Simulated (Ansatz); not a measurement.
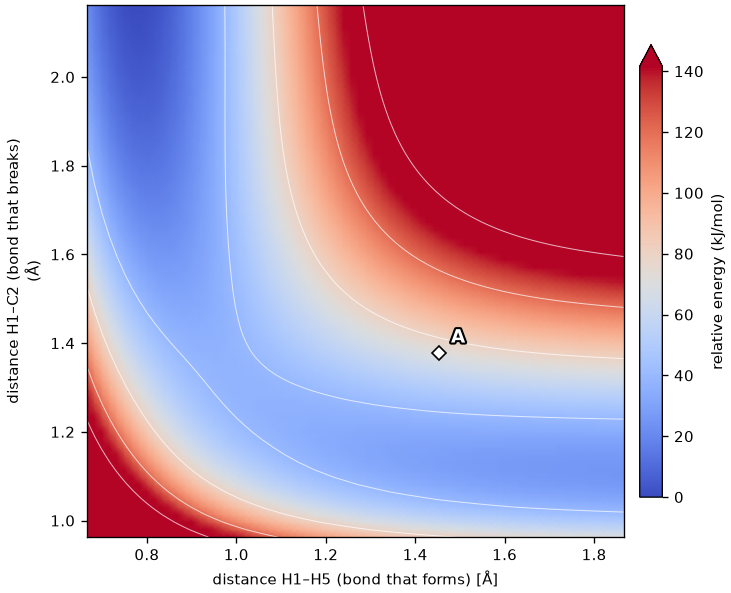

The reacting system CH7OSi (fragments CH₆OSi + H where the first distance is long, H₂ + CH₅OSi where the second is long), spin multiplicity 2. Coordinates scanned: (1) distance H1–H5 (bond that forms); (2) distance H1–C2 (bond that breaks). Relaxed at each point: all other coordinates. The grid has 8 × 8 points. Points are written as (first, second). All energies are given in kJ/mol relative to the lowest grid point. Theory: Ansatz, UKS B3LYP-D4/def2-SVP.

In the figure: a smooth colour map with a few white contour lines, one colour for all values above the top of the scale, the point A. Between grid points the surface is interpolated.

Is A at rest? If not, where is it pushed?

A, at (1.454 Å, 1.379 Å), is not a stationary point. The computed force is 55 kJ/mol for each Å towards smaller values of the first coordinate and 260 kJ/mol for each Å towards smaller values of the second coordinate.
